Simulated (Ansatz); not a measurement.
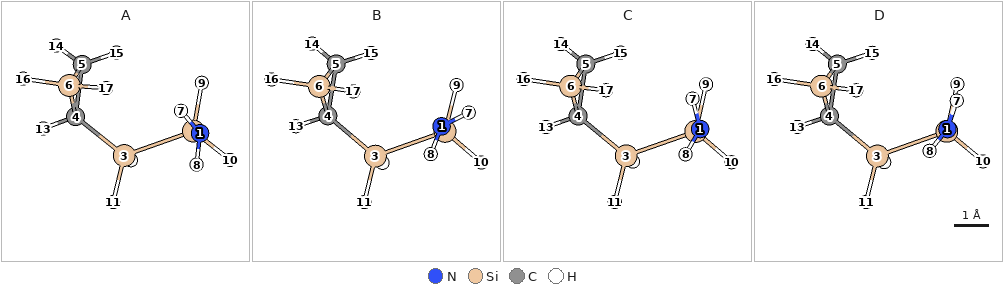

4 geometries from a converged minimum-energy path of C2H11NSi3, shuffled. Style: ball-and-stick. Shown from a free direction.

All numbers below come from Ansatz, RKS PBE-D4/6-31G*. Settings: 9 movable images; climbing image; force threshold 0.05 eV/Å; iteration limit 37; starting path by image-dependent pair potential.

Which frame is the top of the path?

D. In order along the path, whose images run from 0 to 10: B (image 1, +0.05 kJ/mol), D (image 5, +5.17 kJ/mol), C (image 7, +3.78 kJ/mol), A (image 10, +3.28 kJ/mol). The motion is an umbrella inversion at the N atom. No bond forms or breaks between the ends. Bond angles that change up to the highest image, for instance: Si–N–H 116.5° → 122.9°, Si–N–H 117.0° → 121.4°.
